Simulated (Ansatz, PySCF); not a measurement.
Pulling on the Sb1–H2 bond in stibine (SMILES [SbH3]) (multiplicity 1 held, fragments rigid). Energies count from the point at 1.714 Å.
Geometry at that point (charge 0, multiplicity 1):
```xyz
4

Sb     0.000    -0.001     0.054
H     -0.904    -1.083    -0.920
H     -0.498     1.336    -0.897
H      1.394    -0.225    -0.917
```

R- and RO- levels are restricted; in cc, def2 and unpolarised 6-31G sets they are followed outwards from rest. Unrestricted levels (U-) break spin symmetry where that is lower. Active spaces are followed from a long bond inwards. Levels need not reach the same state.

Frozen-core correlation. Filled d and f shells under p-block atoms count as core. Rows in LANL2DZ carry no dispersion term and start afresh at each structure. LANL2DZ brings its own core potentials from Na on.

Run with Ansatz (Gaussian basis) for Hartree–Fock, density functionals and correlated methods; PySCF for LANL2DZ rows. Values without a source in brackets are computed. In def2 rows elements past Kr take small-core potentials, without spin–orbit coupling.

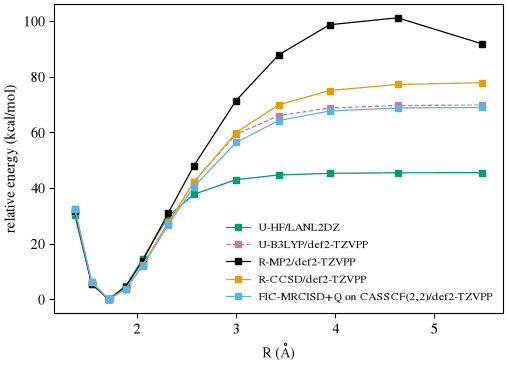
*Relative energy along the coordinate*

**Question.** Read off the U-HF/LANL2DZ curve at R = 3.428.

**Answer.** about 45 kcal/mol

Doubts at one or more of the structures used: a spin-contaminated determinant (U-HF/LANL2DZ, U-B3LYP/def2-TZVPP); a restricted determinant that unrestricted orbitals would lower (R-MP2/def2-TZVPP, R-CCSD/def2-TZVPP); other coupled-cluster roots lie near (R-CCSD/def2-TZVPP); T1 above 0.05 (R-CCSD/def2-TZVPP).

Ansatz is a quantum-chemistry and plane-wave program.
